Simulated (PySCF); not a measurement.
# [SiH3]− (SMILES [SiH3-]) at CCSD(T)/6-31G

What is the vertical singlet–triplet gap of [SiH3]− at CCSD(T)/6-31G? The job is set up through a Python script.

Program for the calculation: PySCF 2.14.0.

6 further runs of the same task are left out: 6 set aside as unsound or not needed.

### Step 1. The structure to begin with

[SiH3]−: 4 atoms, total charge -1, spin state singlet. As SMILES, `[SiH3-]`. The coordinates come from a PBE0-D4/def2-TZVPD relaxation.

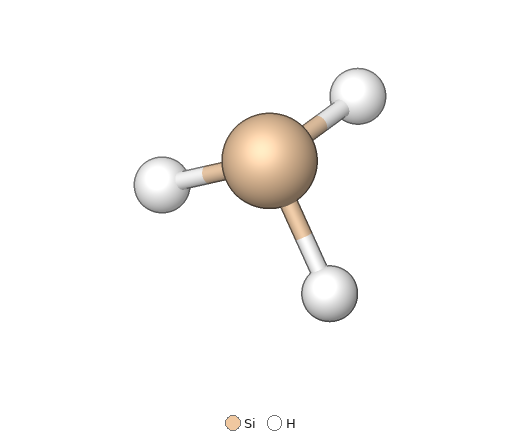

Viewed from a chosen angle; silicon light orange, hydrogen white.

### Step 2. A single-point energy at CCSD(T)/6-31G

run.py reads:

```python
# [SiH3-]
from pyscf import gto, scf, cc

system = gto.M(
    atom='Si 0.539700 -0.050700 -0.300900; H 0.426600 0.622300 1.085900; H -0.298500 -1.283700 0.106800; H -0.667800 0.712200 -0.891800',
    max_memory=1860,
    basis='6-31g',
    charge=-1,
    verbose=3,
)

mf = scf.RHF(system)
mf.conv_tol = 1e-10
mf.kernel()
if not mf.converged:
    mf = mf.newton().run(mf.mo_coeff, mf.mo_occ)

mycc = cc.CCSD(mf, frozen=5)
mycc.kernel()
e_t = mycc.ccsd_t()
e_tot = mycc.e_tot + e_t
print('E(%s) = %.9f' % ('CCSD(T)', e_tot))
```

On the command line:

```console
$ OMP_NUM_THREADS=1 python run.py
```

The log of the run:

```text
converged SCF energy = -290.573545676436
E(CCSD) = -290.6534638815413  E_corr = -0.07991820510546961
CCSD(T) correction = -0.000892418685460402
E(CCSD(T)) = -290.654356300
```

Run time: 0.6 s. Hardware: 1 thread of Arm Neoverse V2, shared host; peak memory 0.1 GiB.

### Step 3. The triplet, same level

job.py reads:

```python
from pyscf import gto, cc

mol = gto.M(
    atom='Si 0.539700 -0.050700 -0.300900; H 0.426600 0.622300 1.085900; H -0.298500 -1.283700 0.106800; H -0.667800 0.712200 -0.891800',
    verbose=4,
    charge=-1,
    basis='6-31g',
    spin=2,
    max_memory=1860,
)

mf = mol.UHF()
mf.conv_tol = 1e-10
mf.kernel()
if not mf.converged:
    mf = mf.newton().run(mf.mo_coeff, mf.mo_occ)

mycc = cc.CCSD(mf, frozen=5)
mycc.kernel()
e_t = mycc.ccsd_t()
e_tot = mycc.e_tot + e_t
print('E(%s) = %.9f' % ('CCSD(T)', e_tot))
```

On the command line:

```console
$ OMP_NUM_THREADS=1 python job.py
```

The log of the run:

```text
PySCF version 2.14.0

[INPUT] num. atoms = 4
[INPUT] num. electrons = 18
[INPUT] charge = -1
[INPUT] spin (= nelec alpha-beta = 2S) = 2
[INPUT] symmetry False subgroup None
[INPUT] Mole.unit = angstrom
[INPUT] Symbol           X                Y                Z      unit          X                Y                Z       unit  Magmom
[INPUT]  1 Si     0.539700000000  -0.050700000000  -0.300900000000 AA    1.019885189428  -0.095809114515  -0.568618590882 Bohr   0.0
[INPUT]  2 H      0.426600000000   0.622300000000   1.085900000000 AA    0.806157164739   1.175976567317   2.052053598665 Bohr   0.0
[INPUT]  3 H     -0.298500000000  -1.283700000000   0.106800000000 AA   -0.564083248183  -2.425841426104   0.201822750104 Bohr   0.0
[INPUT]  4 H     -0.667800000000   0.712200000000  -0.891800000000 AA   -1.261959105985   1.345862945915  -1.685257757887 Bohr   0.0

nuclear repulsion = 15.0809836888403
number of shells = 13
number of NR pGTOs = 58
number of NR cGTOs = 19
basis = 6-31g
ecp = {}

******** <class 'pyscf.scf.uhf.UHF'> ********
method = UHF
initial guess = minao
damping factor = 0
level_shift factor = 0
DIIS = <class 'pyscf.scf.diis.CDIIS'>
diis_start_cycle = 1
diis_space = 8
diis_damp = 0
SCF conv_tol = 1e-10
SCF conv_tol_grad = None
SCF max_cycles = 50
direct_scf = True
direct_scf_tol = 1e-13
number electrons alpha = 10  beta = 8
Set gradient conv threshold to 1e-05
init E= -290.173991310915

[... the frontier-level lines of each cycle are left out ...]



cycle= 1 E= -290.409357377175  delta_E= -0.235  |g|= 0.0796  |ddm|= 3.33
cycle= 2 E= -290.417847503579  delta_E= -0.00849  |g|= 0.0279  |ddm|= 0.212
cycle= 3 E= -290.419465545633  delta_E= -0.00162  |g|= 0.00882  |ddm|= 0.104
cycle= 4 E= -290.419705484839  delta_E= -0.00024  |g|= 0.00523  |ddm|= 0.0462
cycle= 5 E= -290.41982948636  delta_E= -0.000124  |g|= 0.00281  |ddm|= 0.0483
cycle= 6 E= -290.41987804623  delta_E= -4.86e-05  |g|= 0.000715  |ddm|= 0.0491
cycle= 7 E= -290.419880920722  delta_E= -2.87e-06  |g|= 0.000354  |ddm|= 0.0132
cycle= 8 E= -290.419882083035  delta_E= -1.16e-06  |g|= 0.000285  |ddm|= 0.00922
cycle= 9 E= -290.419883495491  delta_E= -1.41e-06  |g|= 0.000256  |ddm|= 0.013
cycle= 10 E= -290.419885469984  delta_E= -1.97e-06  |g|= 0.000243  |ddm|= 0.0193
cycle= 11 E= -290.419888867127  delta_E= -3.4e-06  |g|= 0.000233  |ddm|= 0.0346
cycle= 12 E= -290.419905118908  delta_E= -1.63e-05  |g|= 0.000212  |ddm|= 0.191
cycle= 13 E= -290.419906755085  delta_E= -1.64e-06  |g|= 0.000186  |ddm|= 0.0224
cycle= 14 E= -290.419919152599  delta_E= -1.24e-05  |g|= 0.000252  |ddm|= 0.233
cycle= 15 E= -290.419918321508  delta_E= 8.31e-07  |g|= 0.00012  |ddm|= 0.0265
cycle= 16 E= -290.419923255231  delta_E= -4.93e-06  |g|= 0.000226  |ddm|= 0.217
cycle= 17 E= -290.419923519812  delta_E= -2.65e-07  |g|= 5.68e-05  |ddm|= 0.0186
cycle= 18 E= -290.419923559972  delta_E= -4.02e-08  |g|= 1.85e-05  |ddm|= 0.0164
cycle= 19 E= -290.419923561842  delta_E= -1.87e-09  |g|= 4.59e-06  |ddm|= 0.00313
cycle= 20 E= -290.4199235619  delta_E= -5.83e-11  |g|= 2.03e-06  |ddm|= 9.38e-05
Extra cycle  E= -290.419923561907  delta_E= -7.39e-12  |g|= 1.17e-06  |ddm|= 7.77e-06
converged SCF energy = -290.419923561907  <S^2> = 2.008111  2S+1 = 3.0054025

******** <class 'pyscf.cc.uccsd.UCCSD'> ********
CC2 = 0
CCSD nocc = (np.int64(5), np.int64(3)), nmo = (14, 14)
frozen orbitals 5
max_cycle = 50
direct = 0
conv_tol = 1e-07
conv_tol_normt = 1e-06
diis_space = 6
diis_start_cycle = 0
diis_start_energy_diff = 1e+09
Init t2, MP2 energy = -0.0489644502818013
Init E_corr(UCCSD) = -0.0489644502837593
cycle = 1  E_corr(UCCSD) = -0.0620003417409956  dE = -0.0130358915  norm(t1,t2) = 0.0523649
cycle = 2  E_corr(UCCSD) = -0.0661433701030077  dE = -0.00414302836  norm(t1,t2) = 0.023906
cycle = 3  E_corr(UCCSD) = -0.0691590689772783  dE = -0.00301569887  norm(t1,t2) = 0.0131705
cycle = 4  E_corr(UCCSD) = -0.0690572661733925  dE = 0.000101802804  norm(t1,t2) = 0.00474934
cycle = 5  E_corr(UCCSD) = -0.069163862567938  dE = -0.000106596395  norm(t1,t2) = 0.00224665
cycle = 6  E_corr(UCCSD) = -0.0691524901638357  dE = 1.13724041e-05  norm(t1,t2) = 0.000727141
cycle = 7  E_corr(UCCSD) = -0.0691637391861778  dE = -1.12490223e-05  norm(t1,t2) = 0.00027187
cycle = 8  E_corr(UCCSD) = -0.0691597887050715  dE = 3.95048111e-06  norm(t1,t2) = 0.000122929
cycle = 9  E_corr(UCCSD) = -0.0691593077943438  dE = 4.80910728e-07  norm(t1,t2) = 4.27395e-05
cycle = 10  E_corr(UCCSD) = -0.0691595279583738  dE = -2.2016403e-07  norm(t1,t2) = 2.08905e-05
cycle = 11  E_corr(UCCSD) = -0.0691601773639154  dE = -6.49405542e-07  norm(t1,t2) = 9.64656e-06
cycle = 12  E_corr(UCCSD) = -0.0691601229165374  dE = 5.44473781e-08  norm(t1,t2) = 6.29917e-06
cycle = 13  E_corr(UCCSD) = -0.0691600290563389  dE = 9.38601984e-08  norm(t1,t2) = 5.60783e-06
cycle = 14  E_corr(UCCSD) = -0.0691600244945657  dE = 4.56177322e-09  norm(t1,t2) = 5.44747e-06
cycle = 15  E_corr(UCCSD) = -0.0691600469274279  dE = -2.24328622e-08  norm(t1,t2) = 5.36499e-06
cycle = 16  E_corr(UCCSD) = -0.0691600526603747  dE = -5.73294681e-09  norm(t1,t2) = 5.31761e-06
cycle = 17  E_corr(UCCSD) = -0.0691600030858452  dE = 4.95745295e-08  norm(t1,t2) = 5.27037e-06
cycle = 18  E_corr(UCCSD) = -0.0691599086094483  dE = 9.44763969e-08  norm(t1,t2) = 5.0112e-06
cycle = 19  E_corr(UCCSD) = -0.0691599848999192  dE = -7.62904709e-08  norm(t1,t2) = 3.85405e-06
cycle = 20  E_corr(UCCSD) = -0.0691600634467488  dE = -7.85468296e-08  norm(t1,t2) = 1.99477e-06
cycle = 21  E_corr(UCCSD) = -0.0691600605708512  dE = 2.87589758e-09  norm(t1,t2) = 8.38998e-07
UCCSD converged
E(UCCSD) = -290.4890836224782  E_corr = -0.06916006057085122
UCCSD(T) correction = -0.000908139686526986
E(CCSD(T)) = -290.489991762
```

Run time: 0.84 s. Hardware: 1 thread of Arm Neoverse V2, shared host; peak memory 0.12 GiB.

### Step 4. Results

At CCSD(T)/6-31G, 5 core orbitals frozen:

| quantity | value |
| --- | --- |
| singlet: total energy | -290.65436 Eh |
| singlet: HOMO energy (Hartree–Fock orbitals) | -1.58 eV |
| singlet: LUMO energy (Hartree–Fock orbitals) | 10.05 eV |
| singlet: HOMO–LUMO gap (to an unbound level, set by the basis) | 11.63 eV |
| singlet: correlation energy (5 core orbitals frozen) | -80.8 mEh |
| singlet: (T) correction | -0.89 mEh |
| singlet: T1 diagnostic | 0.010 |
| triplet: total energy | -290.48999 Eh |
| triplet: HOMO energy (Hartree–Fock orbitals) (highest over α and β) | 3.07 eV |
| triplet: LUMO energy (Hartree–Fock orbitals) (lowest over α and β) | 6.32 eV |
| triplet: correlation energy (5 core orbitals frozen) | -70.1 mEh |
| triplet: (T) correction | -0.91 mEh |
| triplet: ⟨S²⟩ of the reference determinant | 2.008 |
| triplet: T1 diagnostic | 0.012 |
| vertical energy of the triplet above the singlet | 4.473 eV |

**Reading.** At this shape the triplet lies 4.47 eV (432 kJ/mol) above the singlet. For an anion a state so high probably lies above electron detachment. Mulliken charges (singlet) of the mean-field density run from -0.29 on H2 to -0.14 on Si1. The triples (singlet) make up 1.1 % of the correlation energy. The triples (triplet) make up 1.3 % of the correlation energy. The HOMO (triplet) lies at positive energy, 3.07 eV: the electron is unbound at this level or held by a compact basis; values depend on the basis.
